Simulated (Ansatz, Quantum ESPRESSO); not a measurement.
# GdSi2 (P6/mmm): zone-centre phonons

Wanted: the vibrations of GdSi2 (P6/mmm) at Γ, by two programs.

Main program and level: Quantum ESPRESSO 7.5; DFT PBEsol, scalar-relativistic, plane waves, PseudoDojo norm-conserving, 4f in core pseudopotentials.

## Step 1: The starting structure

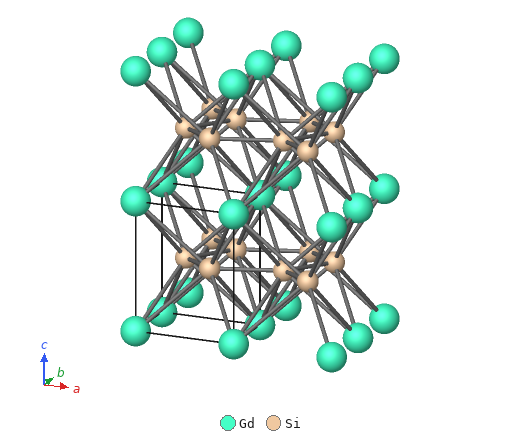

The cell as given, slightly off an axis (gadolinium teal, silicon light orange). 2×2×2 cells are drawn. Some periodic images of atoms are drawn too.

Coordinates:

```
CELL_PARAMETERS angstrom
4.05931 0.00000 0.00000
-2.02965 3.51546 0.00000
0.00000 0.00000 4.07150
ATOMIC_POSITIONS crystal
Gd 0.00000 0.00000 0.00000
Si 0.66667 0.33333 0.50000
Si 0.33333 0.66667 0.50000
```

## Step 2: A first look

A cheap run with smearing and empty bands tells whether the crystal has a gap, which decides between fixed occupations and smearing later on.

Input file probe.in:

```
&control
   calculation = 'scf'
   prefix = 'x'
   outdir = './tmp'
   pseudo_dir = './pseudo'
   tprnfor = .true.
   tstress = .true.
   verbosity = 'high'
/
&system
   ibrav = 4
   celldm(1) = 7.67097616
   celldm(3) = 1.00300309
   nat = 3
   ntyp = 2
   ecutwfc = 44.0
   input_dft = 'pbesol'
   occupations = 'smearing'
   smearing = 'gaussian'
   degauss = 0.01
/
&electrons
   conv_thr = 1.0d-07
   mixing_beta = 0.7
   electron_maxstep = 100
/
ATOMIC_SPECIES
 Gd    157.2500  Gd.upf
 Si     28.0850  Si.upf
ATOMIC_POSITIONS crystal
 Gd     0.000000000   0.000000000   0.000000000
 Si     0.666666670   0.333333330   0.500000000
 Si     0.333333330   0.666666670   0.500000000
K_POINTS automatic
 6 6 4 0 0 0
```

The run is started by

```bash
> OMP_NUM_THREADS=1 mpirun -n 4 pw.x -nk 4 -in probe.in > probe.out
```

Output:

```text
[banners, grids, parts of the stress and lines that vanish by symmetry left out]
Program PWSCF v.7.5
     IMPORTANT: XC functional enforced from input :
     Exchange-correlation= PBESOL
                           (   1   4  10   8   0   0   0)
[...]
kinetic-energy cutoff     =      44.0000  Ry
     charge density cutoff     =     176.0000  Ry
     scf convergence threshold =      1.0E-07
[...]
Exchange-correlation= PBESOL
                           (   1   4  10   8   0   0   0)
[...]
24 Sym. Ops., with inversion, found
[...]
(     0          1          0      )
                  (     0          0          1      )
[...]
(  0.0000000  1.0000000  0.0000000 )
                  (  0.0000000  0.0000000  1.0000000 )
[...]
(     0         -1          0      )
[...]
(    -1          0          0      )
                  (     0          0          1      )
[...]
( -0.8660254 -0.5000000  0.0000000 )
                  (  0.0000000  0.0000000  1.0000000 )
[...]
number of k points=    21  Gaussian smearing, width (Ry)=  0.0100
[...]
End of self-consistent calculation
[...]
the Fermi energy is    11.2641 ev
!    total energy              =    -100.09421870 Ry
[...]
convergence has been achieved in   7 iterations
[...]
atom    1 type  1   force =     0.00000000   -0.00000000   -0.00000000
     atom    2 type  2   force =    -0.00000000   -0.00000000   -0.00000000
     atom    3 type  2   force =     0.00000000    0.00000000   -0.00000000
[...]
Total force =     0.000000     Total SCF correction =     0.000000
[...]
total   stress  (Ry/bohr**3)                   (kbar)     P=      -24.57
[...]
XML data file, charge density, pseudopotentials, collected wavefunctions

   JOB DONE.
```

The job ended after 4.4 s (4 MPI ranks of Arm Neoverse V1, shared host).

Numbers from this step:

```
volume per atom   : 19.37 Å³
pressure          : -2.456 GPa
gap on the k-mesh : 0 eV
```

No gap opens on this mesh, so smearing is kept; the start stands at -2.5 GPa.

## Step 3: Relaxation

The harmonic expansion starts where the forces on the atoms vanish, and stress shifts the frequencies, so cell and atoms are relaxed with tight thresholds.

Input file relax.in:

```
&control
   calculation = 'vc-relax'
   prefix = 'x'
   outdir = './tmp'
   pseudo_dir = './pseudo'
   tprnfor = .true.
   tstress = .true.
   forc_conv_thr = 2.0d-05
   etot_conv_thr = 1.0d-07
   nstep = 40
/
&system
   ibrav = 4
   celldm(1) = 7.67097616
   celldm(3) = 1.00300309
   nat = 3
   ntyp = 2
   ecutwfc = 44.0
   input_dft = 'pbesol'
   occupations = 'smearing'
   smearing = 'mv'
   degauss = 0.02
/
&electrons
   conv_thr = 1.0d-11
   mixing_beta = 0.7
   electron_maxstep = 100
/
&ions
/
&cell
   press_conv_thr = 0.1
/
ATOMIC_SPECIES
 Gd    157.2500  Gd.upf
 Si     28.0850  Si.upf
ATOMIC_POSITIONS crystal
 Gd     0.000000000   0.000000000   0.000000000
 Si     0.666666670   0.333333330   0.500000000
 Si     0.333333330   0.666666670   0.500000000
K_POINTS automatic
 9 9 8 0 0 0
```

The run is started by

```bash
> OMP_NUM_THREADS=1 mpirun -n 4 pw.x -nk 4 -in relax.in > relax.out
```

Output:

```text
[banners, grids, parts of the stress and lines that vanish by symmetry left out]
[banner, memory and clock lines left out]
Program PWSCF v.7.5

[...]
Exchange-correlation= PBESOL
                           (   1   4  10   8   0   0   0)
[...]
kinetic-energy cutoff     =      44.0000  Ry
     charge density cutoff     =     176.0000  Ry
     scf convergence threshold =      1.0E-11
[...]
energy convergence thresh.=      1.0E-07
     force convergence thresh. =      2.0E-05
     press convergence thresh. =      1.0E-01
     Exchange-correlation= PBESOL
                           (   1   4  10   8   0   0   0)
[...]
24 Sym. Ops., with inversion, found
[...]
number of k points=    60  Marzari-Vanderbilt smearing, width (Ry)=  0.0200
[...]
c_bands:  1 eigenvalues not converged
[...]
End of self-consistent calculation
[...]
the Fermi energy is    11.1875 ev
!    total energy              =    -100.08954642 Ry
[...]
convergence has been achieved in   9 iterations
[...]
atom    1 type  1   force =     0.00000000   -0.00000000    0.00000000
     atom    2 type  2   force =    -0.00000000    0.00000000    0.00000000
     atom    3 type  2   force =     0.00000000   -0.00000000   -0.00000000
     Total force =     0.000000     Total SCF correction =     0.000000
[...]
total   stress  (Ry/bohr**3)                   (kbar)     P=      -24.33
[...]
number of bfgs steps    =   0
[...]
CELL_PARAMETERS (alat=  7.67097616)
[...]
ATOMIC_POSITIONS (crystal)
Gd               0.0000000000       -0.0000000000       -0.0000000000
Si               0.6666666700        0.3333333300        0.5000000000
Si               0.3333333300        0.6666666700        0.5000000000
[...]
New effective cutoffs (rho, wfc):  177.51   44.63
[...]
End of self-consistent calculation
[...]
the Fermi energy is    11.3511 ev
!    total energy              =    -100.09044889 Ry
[...]
convergence has been achieved in   7 iterations
[...]
atom    1 type  1   force =     0.00000000   -0.00000000   -0.00000000
     atom    2 type  2   force =     0.00000000   -0.00000000    0.00000000
     atom    3 type  2   force =    -0.00000000    0.00000000   -0.00000000
     Total force =     0.000000     Total SCF correction =     0.000000
[...]
total   stress  (Ry/bohr**3)                   (kbar)     P=      -14.19
[...]
number of bfgs steps    =   1
[...]
CELL_PARAMETERS (alat=  7.67097616)
[...]
ATOMIC_POSITIONS (crystal)
Gd               0.0000000000       -0.0000000000       -0.0000000000
[...]
New effective cutoffs (rho, wfc):  180.17   45.37
[...]
End of self-consistent calculation
[...]
the Fermi energy is    11.4978 ev
!    total energy              =    -100.09104845 Ry
[...]
convergence has been achieved in  10 iterations
[...]
atom    1 type  1   force =     0.00000000    0.00000000    0.00000000
     atom    2 type  2   force =     0.00000000    0.00000000    0.00000000
     atom    3 type  2   force =    -0.00000000   -0.00000000    0.00000000
     Total force =     0.000000     Total SCF correction =     0.000000
[...]
total   stress  (Ry/bohr**3)                   (kbar)     P=       -4.84
[...]
number of bfgs steps    =   2
[...]
!    total energy              =    -100.09173610 Ry
[...]
convergence has been achieved in   9 iterations
[...]
Total force =     0.000000     Total SCF correction =     0.000000
[...]
total   stress  (Ry/bohr**3)                   (kbar)     P=        3.89
[...]
number of bfgs steps    =   5
[...]
New effective cutoffs (rho, wfc):  188.47   47.51
[...]
the Fermi energy is    11.5986 ev
!    total energy              =    -100.09175603 Ry
[...]
convergence has been achieved in   7 iterations
[...]
Total force =     0.000000     Total SCF correction =     0.000000
[...]
total   stress  (Ry/bohr**3)                   (kbar)     P=        0.85
[...]
number of bfgs steps    =   6
[...]
New effective cutoffs (rho, wfc):  188.23   47.45
[...]
the Fermi energy is    11.5861 ev
!    total energy              =    -100.09175726 Ry
[...]
convergence has been achieved in   8 iterations
[...]
atom    2 type  2   force =    -0.00000000   -0.00000000   -0.00000000
     atom    3 type  2   force =     0.00000000    0.00000000    0.00000000
     Total force =     0.000000     Total SCF correction =     0.000000
[...]
total   stress  (Ry/bohr**3)                   (kbar)     P=        0.03
[...]
number of bfgs steps    =   7
[...]
CELL_PARAMETERS (alat=  7.67097616)
[...]
ATOMIC_POSITIONS (crystal)
[...]
New effective cutoffs (rho, wfc):  188.21   47.45
[...]
End of self-consistent calculation
[...]
the Fermi energy is    11.5856 ev
!    total energy              =    -100.09175726 Ry
[...]
convergence has been achieved in   5 iterations
[...]
atom    1 type  1   force =    -0.00000000    0.00000000   -0.00000000
     atom    2 type  2   force =    -0.00000000   -0.00000000   -0.00000000
     atom    3 type  2   force =     0.00000000    0.00000000    0.00000000
     Total force =     0.000000     Total SCF correction =     0.000000
[...]
total   stress  (Ry/bohr**3)                   (kbar)     P=       -0.00
[...]
bfgs converged in   9 scf cycles and   8 bfgs steps
[...]
End of BFGS Geometry Optimization
     Final enthalpy           =    -100.0917572637 Ry
     File ./tmp/x.bfgs deleted, as requested
[...]
CELL_PARAMETERS (alat=  7.67097616)
[...]
ATOMIC_POSITIONS (crystal)
[...]
Si               0.6666666700        0.3333333300        0.5000000000
Si               0.3333333300        0.6666666700        0.5000000000
[...]
Final scf calculation at the relaxed structure.
[...]
kinetic-energy cutoff     =      44.0000  Ry
     charge density cutoff     =     176.0000  Ry
     scf convergence threshold =      1.0E-13
[...]
press convergence thresh. =      1.0E-01
     Exchange-correlation= PBESOL
                           (   1   4  10   8   0   0   0)
[...]
24 Sym. Ops., with inversion, found
[...]
number of k points=    60  Marzari-Vanderbilt smearing, width (Ry)=  0.0200
[...]
c_bands:  1 eigenvalues not converged
     c_bands:  4 eigenvalues not converged
     c_bands:  1 eigenvalues not converged
     c_bands:  1 eigenvalues not converged
     c_bands:  2 eigenvalues not converged
[...]
c_bands:  1 eigenvalues not converged
[...]
End of self-consistent calculation
[...]
the Fermi energy is    11.5856 ev
!    total energy              =    -100.09168401 Ry
[...]
convergence has been achieved in  11 iterations
[...]
atom    1 type  1   force =    -0.00000000    0.00000000   -0.00000000
     atom    2 type  2   force =     0.00000000    0.00000000    0.00000000
     atom    3 type  2   force =    -0.00000000   -0.00000000   -0.00000000
     Total force =     0.000000     Total SCF correction =     0.000000
[...]
total   stress  (Ry/bohr**3)                   (kbar)     P=       -0.36
[...]
XML data file, charge density, pseudopotentials, collected wavefunctions
```

Wall time 89 s (4 MPI ranks).

Step by step:

```tsv
step	energy less that of the first step (eV)	largest force (eV/Å)	pressure (GPa)	volume (Å³)
1	0.0000	0.0000	-2.43	58.10
2	-0.0123	0.0000	-1.42	57.38
3	-0.0204	0.0000	-0.48	56.75
4	-0.0262	0.0000	0.61	56.03
5	-0.0279	0.0000	0.71	55.95
6	-0.0298	0.0000	0.39	56.09
7	-0.0301	0.0000	0.08	56.26
8	-0.0301	0.0000	0.00	56.31
9	-0.0301	0.0000	0.00	56.31
10	-0.0291	0.0000	-0.04	56.31
```

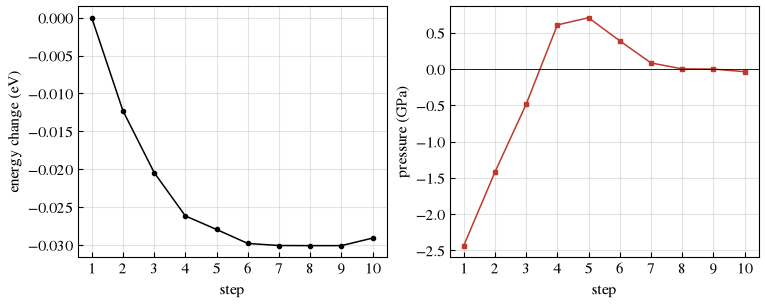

Energy and pressure along the relaxation.

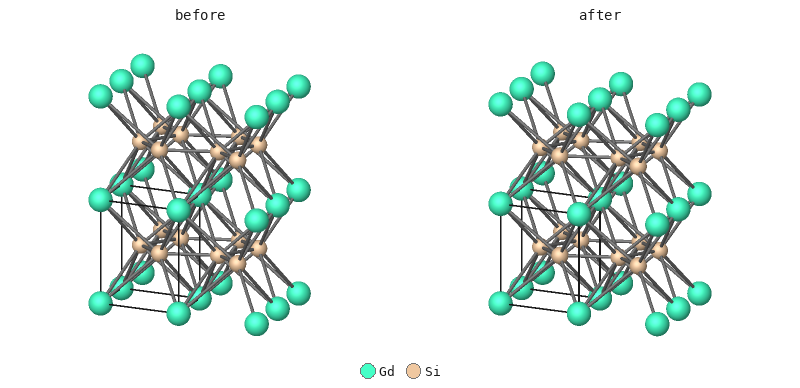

Before and after, at one scale.

```tsv
conventional cell, symmetrised	before	after	change
a (Å)	4.059	4.075	+0.4 %
b (Å)	4.059	4.075	+0.4 %
c (Å)	4.071	3.915	-3.8 %
volume (Å³/atom)	19.37	18.77	-3.1 %
```

Final coordinates:

```xyz
3
Lattice="4.0754 0.0000 0.0000 -2.0377 3.5294 0.0000 0.0000 0.0000 3.9149" Properties=species:S:1:pos:R:3 pbc="T T T"
Gd    0.0000    0.0000    0.0000
Si    2.0377    1.1765    1.9574
Si    0.0000    2.3530    1.9574
```

The last row of the table of steps is pw.x's closing run on a basis chosen anew for the final cell, so its energy can jump.

Read from the output:

```yaml
volume_per_atom: 18.77 Å³
pressure: -0.03667 GPa
```

The volume changes by -3.1 % from the cell with which this run began.

## Step 4: Ground state

The response is built on this ground state, so it is converged far tighter than an energy would need. Smearing stays on, as the first look found no gap above 0.3 eV.

Input file scf.in:

```
&control
   calculation = 'scf'
   prefix = 'x'
   outdir = './tmp'
   pseudo_dir = './pseudo'
   tprnfor = .true.
   tstress = .true.
/
&system
   ibrav = 4
   celldm(1) = 7.70147702
   celldm(3) = 0.96059893
   nat = 3
   ntyp = 2
   ecutwfc = 44.0
   input_dft = 'pbesol'
   occupations = 'smearing'
   smearing = 'mv'
   degauss = 0.02
/
&electrons
   conv_thr = 1.0d-12
   mixing_beta = 0.7
   electron_maxstep = 100
/
ATOMIC_SPECIES
 Gd    157.2500  Gd.upf
 Si     28.0850  Si.upf
ATOMIC_POSITIONS crystal
 Gd     0.000000000   0.000000000   0.000000000
 Si     0.666666667   0.333333333   0.500000000
 Si     0.333333333   0.666666667   0.500000000
K_POINTS automatic
 10 10 8 0 0 0
```

The run is started by

```bash
> OMP_NUM_THREADS=1 mpirun -n 4 pw.x -nk 4 -in scf.in > scf.out
```

Output:

```text
[banners, grids, parts of the stress and lines that vanish by symmetry left out]
[banner, memory and clock lines left out]
Program PWSCF v.7.5

[...]
Exchange-correlation= PBESOL
                           (   1   4  10   8   0   0   0)
[...]
kinetic-energy cutoff     =      44.0000  Ry
     charge density cutoff     =     176.0000  Ry
     scf convergence threshold =      1.0E-12
[...]
Exchange-correlation= PBESOL
                           (   1   4  10   8   0   0   0)
[...]
24 Sym. Ops., with inversion, found
[...]
number of k points=    70  Marzari-Vanderbilt smearing, width (Ry)=  0.0200
[...]
End of self-consistent calculation
[...]
the Fermi energy is    11.5963 ev
!    total energy              =    -100.09222328 Ry
[...]
convergence has been achieved in  12 iterations
[...]
atom    1 type  1   force =     0.00000000   -0.00000000    0.00000000
     atom    2 type  2   force =     0.00000000   -0.00000000    0.00000000
     atom    3 type  2   force =    -0.00000000    0.00000000   -0.00000000
     Total force =     0.000000     Total SCF correction =     0.000000
[...]
total   stress  (Ry/bohr**3)                   (kbar)     P=        0.63
[...]
XML data file, charge density, pseudopotentials, collected wavefunctions
```

It took 14 s on 4 MPI ranks.

This step gave:

```
pressure : 0.06367 GPa
```

The cell stands at 0.064 GPa, close enough for phonons.

[end of part 1 of 3]

[Host names and launcher messages were left out of these logs when they were recorded.]

[Logs are printed without paths, hosts, clocks, repeated set-up lines and the standing remarks that a program may print on its own settings, such as how far it seeks lower states.]

[Hosts, paths, dates, database ids (printed as entryN), source tags and the programs' standing remarks are cut or masked in the printed files.]
